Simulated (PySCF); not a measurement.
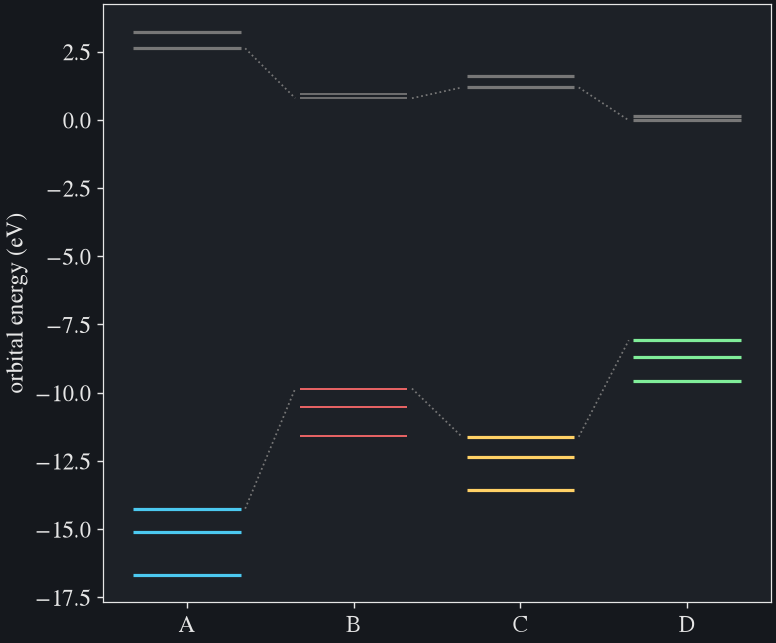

Frontier orbital energies of C₂H₃F₃, SMILES FCC(F)F at one geometry, def2-SVPD, PySCF, at a PBE0-D3(BJ)/def2-SVP geometry (no frequency check). Empty levels are grey, levels within 0.1 eV stand side by side; all columns show the same few orbitals around the gap. Dotted lines join the HOMOs and the LUMOs.

The columns come from BHandHLYP, HF, PBE and PBE0. Which is which?

Answer. A: HF (HOMO −14.25, LUMO 2.62, separation 16.87 eV)
B: PBE0 (HOMO −9.85, LUMO 0.79, separation 10.64 eV)
C: BHandHLYP (HOMO −11.62, LUMO 1.19, separation 12.81 eV)
D: PBE (HOMO −8.08, LUMO −0.02, separation 8.06 eV)

Caveats, for all or some of the runs: empty levels above zero depend strongly on the basis; one conformer of a flexible molecule.
